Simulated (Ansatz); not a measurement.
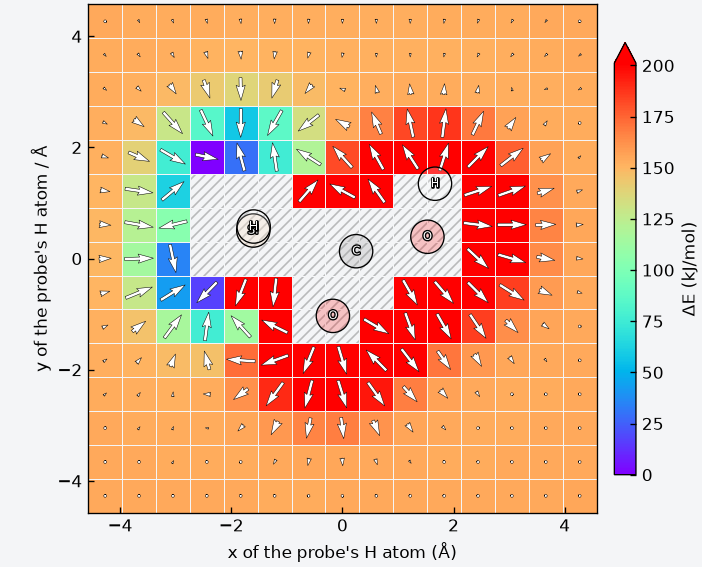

Energy landscape of CH₂O₂Si (SMILES OC1=[SiH]O1) with the probe H. 
- The probe is moved over the molecule's main plane.
- First axis: x of the probe's H atom. Second axis: y of the probe's H atom.
- Nothing is relaxed (molecule and probe rigid).
- The scan uses a 15 × 15 grid. At 26 points there is no value (left out of the scan, as a rule where atoms come close).
- Points are written as (first, second).
- Energies: kJ/mol, counted from the lowest grid point.
- Energies and slopes of some neighbouring points disagree (a jump in structure or state, or too coarse a mesh).
- Theory: UKS PBE0-D4/def2-SVPD (Ansatz 0.2.0).

The picture shows one coloured cell a grid point, arrows along the force (downhill), their lengths compressed, labelled circles for the molecule's atoms, projected on the plane, one colour for all values above the top of the scale, hatched blanks where no value was computed. 

> Summarise what can be read from the map.

The lowest grid point is at (−2.44 Å, 1.83 Å) [nearest 1 Si at 1.57 Å]. The highest grid point, (1.83 Å, 1.83 Å) [nearest 1 H at 0.51 Å], lies 676 kJ/mol above the lowest.

The values on the grid:

```csv
"y of the probe's H atom ↓, x of the probe's H atom →",−4.27,−3.66,−3.05,−2.44,−1.83,−1.22,−0.61,0.00,0.61,1.22,1.83,2.44,3.05,3.66,4.27
4.27,154,154,154,153,153,153,153,153,153,153,153,153,154,154,155
3.66,154,153,153,152,151,151,151,152,152,152,152,152,153,154,154
3.05,153,152,149,143,138,142,148,151,153,154,154,153,153,153,154
2.44,153,149,130,85,58,87,133,155,167,183,187,169,157,154,154
1.83,152,139,77,0,29,76,120,182,251,445,676,265,176,157,154
1.22,151,129,62,–,–,–,335,280,568,–,–,477,214,162,154
0.61,150,122,104,–,–,–,–,–,–,–,–,548,235,166,155
0.00,150,115,35,–,–,–,–,–,–,–,–,385,218,164,155
−0.61,151,129,43,17,267,446,–,–,–,592,400,269,185,159,154
−1.22,152,146,117,77,114,207,–,–,425,311,230,185,163,156,154
−1.83,153,151,148,147,173,267,298,308,203,201,171,160,155,154,154
−2.44,154,153,152,153,162,190,235,234,195,168,157,154,154,154,154
−3.05,154,154,153,153,155,160,167,168,162,156,154,154,154,154,155
−3.66,155,154,154,154,154,154,155,155,155,154,154,154,154,155,155
−4.27,155,155,154,154,154,154,154,154,154,154,154,154,155,155,155
```

Time for the 199 points that were run: 50 min on 1 thread of Arm Neoverse N1, on a shared host.
